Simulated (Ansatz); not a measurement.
**BClFH3Si (SMILES FB[SiH2]Cl): density, localisation and related maps**

```xyz
7

B    -1.6669    2.4363    1.2543
Cl   -1.2081   -0.3858    2.9755
F    -1.7495    3.1182    0.1266
Si   -0.6610    0.6642    1.2674
H    -2.1863    2.9224    2.2360
H     0.8157    0.8961    1.3114
H    -0.9680   -0.1792    0.0741
```

Geometry: PBE0-D3(BJ)/def2-SVP.

These are results of isolated molecule in a Gaussian basis; Kohn-Sham density functional theory, functional PBE0 in Ansatz 0.2.0, not measurements.

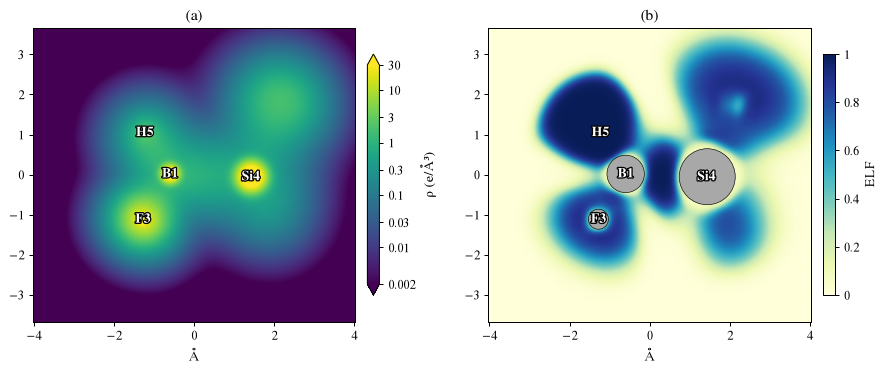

Figure 1. (a) total electron density; (b) electron localisation function on the plane of atoms Si4, B1 and H5. Grey discs cover the atomic cores in the ELF map.

Read the bonding off the picture.

Answer. Atoms in the plane: B, F, Si and H. B–F (1.32 Å): the density is about 2.2 e/Å³ at the midpoint; the ELF peaks at about 0.85 between the atoms, as expected for a polar covalent bond. Si–B (2.04 Å): ρ is about 0.81 e/Å³ halfway; the ELF peaks at about 1 between the atoms; a shared electron pair. B–H (1.21 Å): ρ is about 1.3 e/Å³ halfway; the ELF climbs to about 1 towards the hydrogen, as it does in any bond to H (a covalent bond by its length). The ELF also peaks beside F3 and Cl2, away from the bonds: lone-pair regions.

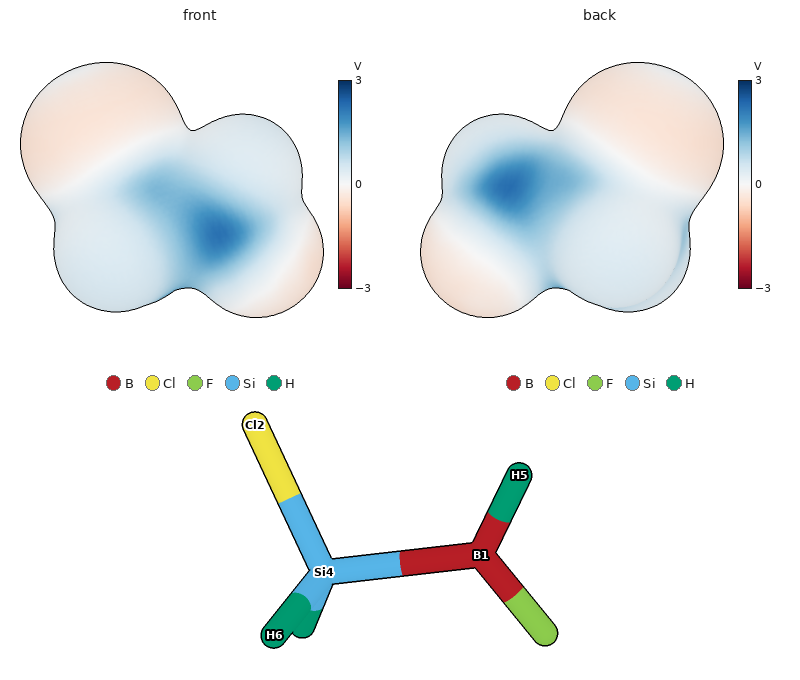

Figure 2. The molecular electrostatic potential painted on the density surface at 0.002 e/bohr³, seen from the front and from behind; red is negative and blue positive. The bare structure is drawn below in the same view.

Where is the surface potential most negative and most positive?

Answer. The most negative region (about −0.4 V) lies over Cl2 and F3, the most positive (about +2.2 V) over B1.

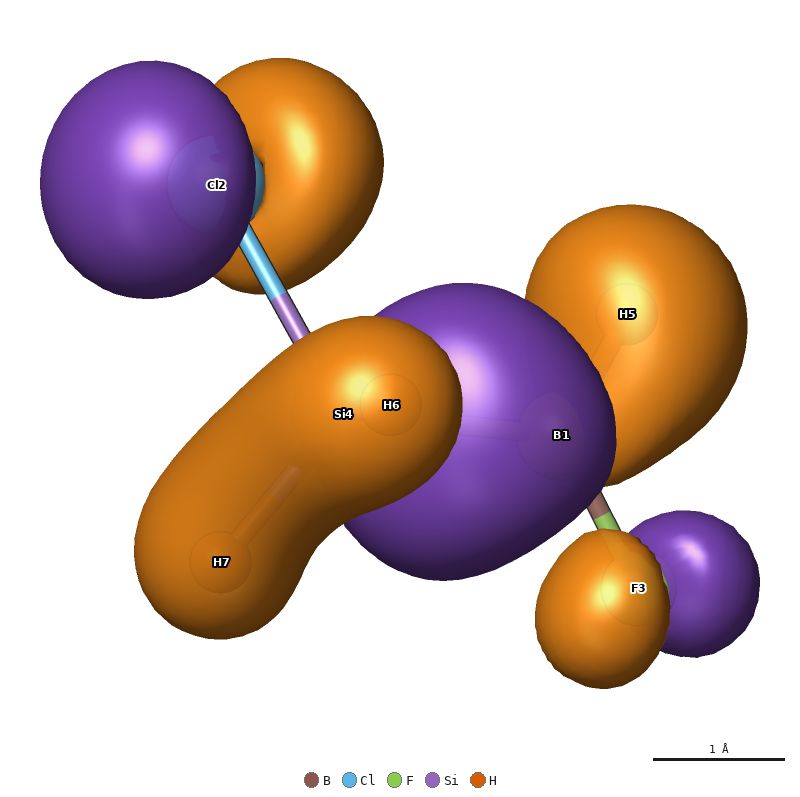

Figure 3. The HOMO at ±0.1 Å⁻³ᐟ² (orange and purple are the two phases), seen at a tilt.

Describe this orbital and give its energy.

Answer. By Hirshfeld shares it lies mainly on B1 (about 25 %), Si4 (about 25 %), Cl2 (about 20 %), F3 (about 10 %) and H5 (about 10 %). Its energy is −8.25 eV.
